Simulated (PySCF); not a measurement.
**One shape, several levels: SiH4O2F4 (cis-Si(H2O)2F4)**

We compute a comparison of 3 runs (HF/STO-3G, B3LYP/6-31G*, PBE0/def2-SVP) of SiH4O2F4 (cis-Si(H2O)2F4). The job is set up through a Python script.

The results are computed with PySCF 2.14.0.

## Step 1: Starting point

SiH4O2F4: 11 atoms, total charge 0, spin state singlet. As SMILES, `O->[Si](<-O)(F)(F)(F)F`. The coordinates come from a GFN1-xTB relaxation.

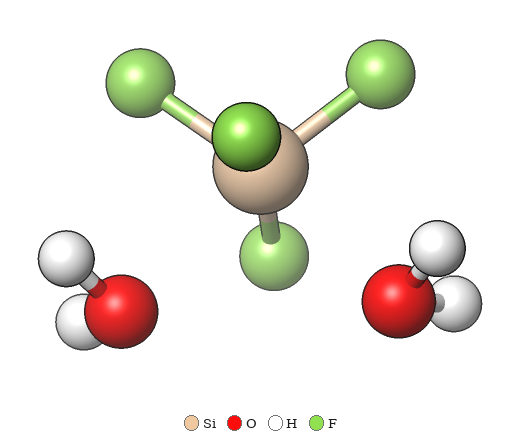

The structure, seen from a chosen angle (silicon light orange, oxygen red, hydrogen white, fluorine green).

## Step 2: Energy and gradient at HF/STO-3G (run 1)

mol.xyz reads:

```xyz
11
F4H4O2Si
Si    -0.462950    -0.002760    -0.466080
O     -0.367220    -0.009050     1.710130
H     -0.861150    -0.817810     1.867370
H     -0.952240     0.737680     1.861070
F     -0.279270     0.004700    -2.075210
O      1.703820     0.024940    -0.367760
H      1.859580     0.822900    -0.878840
H      1.876160    -0.734840    -0.929450
F     -2.072140    -0.023890    -0.277890
F     -0.242790     1.593600    -0.215740
F     -0.201820    -1.595470    -0.227600
```

job.py reads:

```python
import pyscf.grad
from pyscf import gto, scf

mol = gto.Mole()
mol.atom = 'mol.xyz'
mol.spin = 0
mol.basis = 'sto-3g'
mol.verbose = 4
mol.max_memory = 1860
mol.build()

hf = scf.RHF(mol)
hf.conv_tol = 1e-10
hf.kernel()
if not hf.converged:
    hf = hf.newton().run(hf.mo_coeff, hf.mo_occ)

e_final = hf.e_tot
print('E = %.10f Eh' % e_final)
grad = hf.Gradients().kernel()
hf.analyze()
```

Run with:

```
$ OMP_NUM_THREADS=1 python job.py
```

Standard output:

```text
PySCF version 2.14.0

[... 82 lines left out ...]
Two-electron Energy =                  835.630175715644668
[... 10 lines left out ...]
MO #7   energy= -20.345316123437   occ= 2
[... 8 lines left out ...]
MO #16  energy= -1.3562672736121   occ= 2
[... 8 lines left out ...]
MO #25  energy= -0.511661718920889 occ= 2
[... 8 lines left out ...]
MO #34  energy= -0.363396172998355 occ= 2
[... 8 lines left out ...]
MO #43  energy= 0.750844277003878  occ= 0
[... 57 lines left out ...]
Dipole moment(X, Y, Z, Debye):  2.12599, -0.00461,  2.04352
```

Run time: 8.4 s. Hardware: 1 thread of Intel Xeon at 2.50GHz (Skylake/Cascade Lake), shared host; peak memory 0.12 GiB.

## Step 3: Energy and gradient at B3LYP/6-31G(d) (Cartesian functions) (run 2)

input.py reads:

```python
# cis-Si(H2O)2F4
import pyscf.grad
from pyscf import gto, dft

mol = gto.M(
    atom='''
Si    -0.874849    -0.005216    -0.880764
O     -0.693945    -0.017102     3.231677
H     -1.627338    -1.545437     3.528818
H     -1.799473     1.394013     3.516913
F     -0.527744     0.008882    -3.921579
O      3.219753     0.047130    -0.694966
H      3.514097     1.555056    -1.660767
H      3.545429    -1.388646    -1.756406
F     -3.915777    -0.045146    -0.525136
F     -0.458807     3.011468    -0.407690
F     -0.381385    -3.015001    -0.430102
''',
    charge=0,
    verbose=4,
    cart=True,
    max_memory=1860,
    basis='6-31g*',
    unit='bohr',
    spin=0,
)

mf = dft.RKS(mol)
mf.xc = 'b3lyp'
mf.conv_tol = 1e-10
mf.grids.level = 5
mf.kernel()
if not mf.converged:
    mf = mf.newton().run(mf.mo_coeff, mf.mo_occ)

energy = mf.e_tot
print('E = %.10f Eh' % energy)
grad = mf.Gradients().kernel()
mf.analyze()
```

Run with:

```
$ OMP_NUM_THREADS=1 python input.py
```

Standard output:

```text
PySCF version 2.14.0

[... 114 lines left out ...]
MO #12  energy= -1.18576803532739  occ= 2
[... 20 lines left out ...]
MO #33  energy= -0.365136762166519 occ= 2
[... 20 lines left out ...]
MO #54  energy= 0.808482295336941  occ= 0
[... 20 lines left out ...]
MO #75  energy= 1.48427166427552   occ= 0
[... 20 lines left out ...]
MO #96  energy= 1.92039367872618   occ= 0
[... 20 lines left out ...]
MO #117 energy= 4.8364195247176    occ= 0
[... 131 lines left out ...]
Dipole moment(X, Y, Z, Debye):  2.32851, -0.00448,  2.25246
```

Run time: 2 min. Hardware: 1 thread of Intel Xeon at 2.50GHz (Skylake/Cascade Lake), shared host; peak memory 1.2 GiB.

## Step 4: Energy and forces at PBE0/def2-SVP (run 3)

run.py reads:

```python
# cis-Si(H2O)2F4
import pyscf.grad
from pyscf import gto, dft

system = gto.M(
    atom='''
Si      -0.462950      -0.002760      -0.466080
O       -0.367220      -0.009050       1.710130
H       -0.861150      -0.817810       1.867370
H       -0.952240       0.737680       1.861070
F       -0.279270       0.004700      -2.075210
O        1.703820       0.024940      -0.367760
H        1.859580       0.822900      -0.878840
H        1.876160      -0.734840      -0.929450
F       -2.072140      -0.023890      -0.277890
F       -0.242790       1.593600      -0.215740
F       -0.201820      -1.595470      -0.227600
''',
    spin=0,
    max_memory=1860,
    basis='def2-svp',
    verbose=4,
)

ks = dft.RKS(system)
ks.xc = 'pbe0'
ks.grids.level = 5
ks.conv_tol = 1e-10
ks.kernel()
if not ks.converged:
    ks = ks.newton().run(ks.mo_coeff, ks.mo_occ)

energy = ks.e_tot
print('E(%s) = %.9f' % ('PBE0', energy))
grad = ks.Gradients().kernel()
ks.analyze()
```

Run with:

```
$ OMP_NUM_THREADS=1 python run.py
```

Standard output:

```text
PySCF version 2.14.0

[... 112 lines left out ...]
MO #12  energy= -1.20355401871849  occ= 2
[... 21 lines left out ...]
MO #34  energy= -0.383421612953026 occ= 2
[... 21 lines left out ...]
MO #56  energy= 0.917175464221649  occ= 0
[... 21 lines left out ...]
MO #78  energy= 1.53922607542724   occ= 0
[... 21 lines left out ...]
MO #100 energy= 3.08040206609703   occ= 0
[... 21 lines left out ...]
MO #122 energy= 3.80950182128585   occ= 0
[... 136 lines left out ...]
Dipole moment(X, Y, Z, Debye):  2.50529, -0.00248,  2.42808
```

Wall time 1.9 min (1 thread of Intel Xeon at 2.50GHz (Skylake/Cascade Lake), shared host); peak memory 1.3 GiB.

## Step 5: All runs side by side

```csv
run,level,Cartesian functions,integration grid,energy (Eh),dipole moment (D),HOMO energy (eV),LUMO energy (eV),wall time
1,HF/STO-3G,no,–,-827.782246,2.95,-9.62,11.01,8.4 s
2,B3LYP/6-31G* (Cartesian functions),yes,5,-841.944383,3.24,-9.77,0.52,2 min
3,PBE0/def2-SVP,no,5,-840.793068,3.49,-10.32,0.66,1.9 min
```

## Step 6: Results

| quantity | value |
| --- | --- |
| run 3: total energy | -840.79307 Eh |
| run 3: dipole moment | 3.49 D |
| run 3: HOMO energy | -10.32 eV |
| run 3: LUMO energy | 0.66 eV |
| run 3: HOMO–LUMO gap | 10.97 eV |
| run 3: largest force on an atom | 1.161 eV/Å |

**Reading.** The dipole moment (its size) runs from 2.95 D (HF/STO-3G) to 3.49 D (PBE0/def2-SVP). The two ends differ in method and basis. The HOMO–LUMO gap runs from 10.30 eV (B3LYP/6-31G*) to 20.63 eV (HF/STO-3G). Totals of different functionals can't be ranked against each other. In run 1 the basis is minimal, so the values are rough. All runs together took 4.1 min, the longest 2 min.
